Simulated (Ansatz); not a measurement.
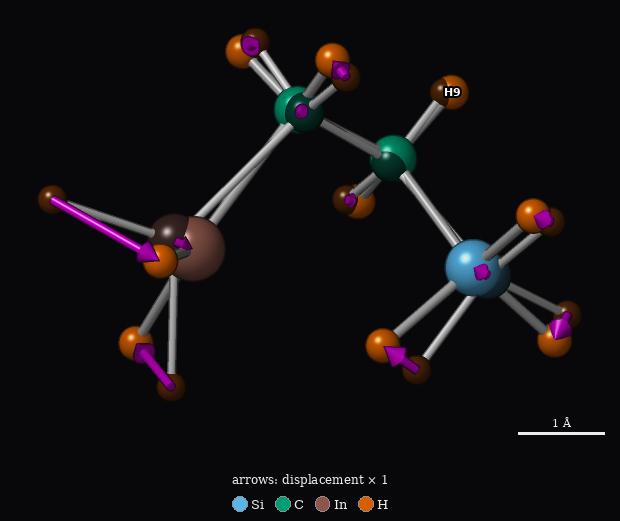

This is a relaxation of C₂H₉InSi. The starting structure is drawn faded, the final one solid; purple arrows show the displacements, at their true length. The two geometries are superimposed by the best rigid fit.

Style: ball-and-stick. Shown at a tilt.

The start comes from GFN2-xTB.

These are results of RKS PBE0-D4/def2-TZVP in Ansatz 0.2.0, not measurements. Settings: force threshold 0.005 eV/Å; at most 150 steps.

**Atoms of which element are displaced furthest, and by how much?**

Hydrogen: up to 1.63 Å, against 0.23 Å for indium.

**Describe the change and its energy.**

The atom that moves furthest after the best rigid fit is an H atom (1.63 Å). Largest moves by element: H 1.63 Å, In 0.23 Å, Si 0.23 Å, C 0.18 Å. Some distances before and after: H–In 3.225 → 2.496 Å, In–Si 3.773 → 3.354 Å, C–In 2.239 → 2.185 Å, H–Si 1.475 → 1.513 Å. Bond angles that change, for instance: C–In–H 127.6° → 116.5°, H–In–H 110.9° → 120.7°, C–Si–H 108.0° → 115.8°. Groups turn about C–In by about 60°. After 20 geometry steps the energy has fallen by 18.4 kJ/mol. Largest force component: 1 eV/Å at the start, 0.0019 eV/Å at the end.
